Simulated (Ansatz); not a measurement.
**C$_{2}$H$_{4}$FGeN (SMILES C#[C][GeH]([NH2])[F]): density, localisation and related maps**

| atom | x (Å) | y (Å) | z (Å) |
| --- | --- | --- | --- |
| C | 2.2924 | 0.1722 | -0.6041 |
| C | 1.2206 | 0.1327 | -0.0545 |
| Ge | -0.4643 | 0.0702 | 0.8081 |
| N | -1.8022 | -0.2153 | -0.4587 |
| F | -0.4749 | -1.2408 | 1.9761 |
| H | 3.2335 | 0.2070 | -1.0867 |
| H | -0.7210 | 1.4142 | 1.5361 |
| H | -1.7258 | 0.5582 | -1.1563 |
| H | -1.5583 | -1.0984 | -0.9601 |

Not at a stationary point (largest force 1.1 eV/Å).

Method: SCF cam_b3lyp, Gaussian basis (Ansatz).

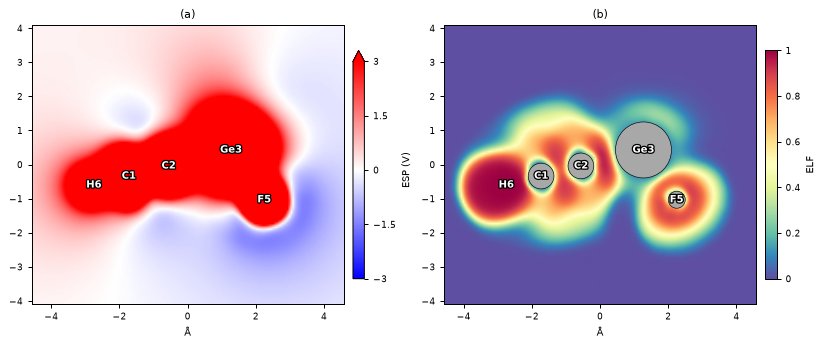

Figure 1. (a) molecular electrostatic potential; (b) ELF on the plane of atoms C2, Ge3 and F5. Grey discs cover the atomic cores in the ELF map.

**What does the map show?**

- The section cuts through C, Ge, F and H sites.
- C–C (1.21 Å): the ELF peaks at about 0.80 between the atoms (a multiple bond).
- Ge–F (1.76 Å): the ELF peaks at about 0.80 in the valence shell of F, 0.5 Å from its nucleus, and is about 0.25 at the midpoint.
- C–Ge (1.89 Å): the ELF peaks at about 0.95 in the valence shell of C, 0.7 Å from its nucleus, and is about 0.65 at the midpoint.
- C–H (1.06 Å): the ELF climbs to about 1 towards the hydrogen, as it does in any bond to H; a covalent bond by its length.
- The ELF also peaks beside F5, away from the bonds: lone-pair regions.
- Outside the dense part of the molecule the potential is most negative (−1.5 V) near F5.

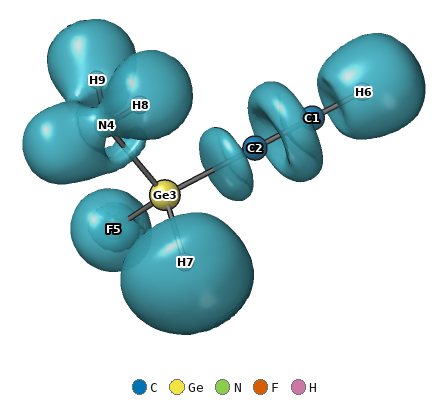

Figure 2. Isosurface of the ELF at 0.8 (cyan), seen at a tilt. Only the valence region is drawn (cores and ρ < 0.01 e/Å³ removed).

**What do the ELF domains correspond to?**

At this value the surface marks out one region between bonded C–C atoms (shared pairs), two regions around hydrogen nuclei, one lobe of the valence shell of C pointing towards Ge (polar bonds), one region wrapped around F (its valence shell) and one joined region spread over several atoms (H, N), in which their bonds and any lone pairs are merged.

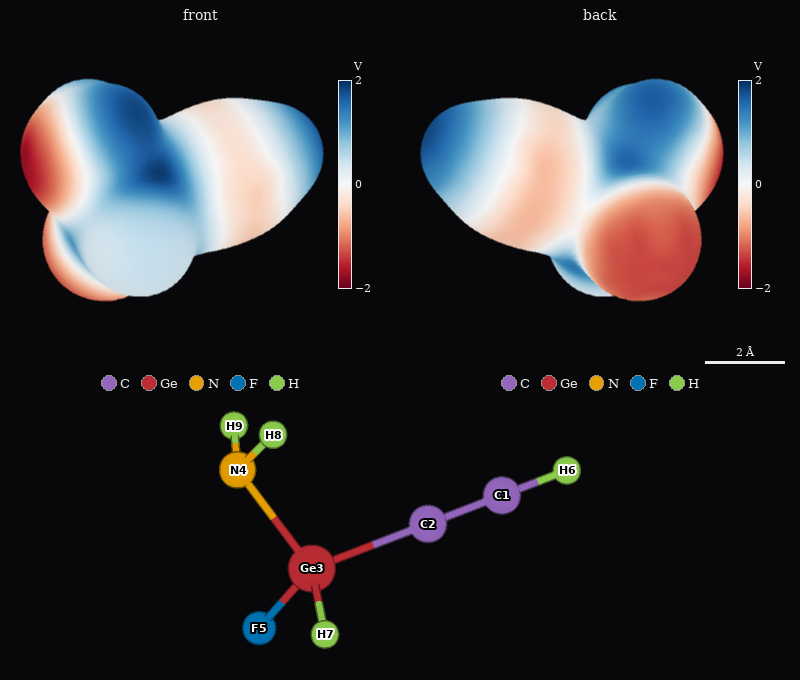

Figure 3. The molecular electrostatic potential painted on the density surface at 0.002 e/bohr³, seen from the front and from behind; red is negative and blue positive. The bare structure is drawn below in the same view.

**Describe the electrostatic potential map.**

The most negative region (about −1.7 V) lies over N4, the most positive (about +1.8 V) over Ge3, H6 and H8. N4 is the likeliest acceptor of a hydrogen bond.

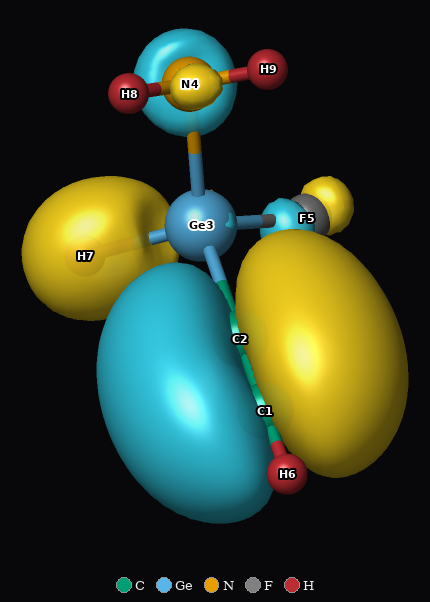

Figure 4. The HOMO−1 at ±0.08 Å⁻³ᐟ² (yellow and cyan are the two phases), seen at an oblique angle.

**Describe this orbital and give its energy.**

It lies mainly on C1 (about 40 %), C2 (about 40 %) and Ge3 (about 5 %); π-bonding across C1–C2. Its energy is −9.96 eV.
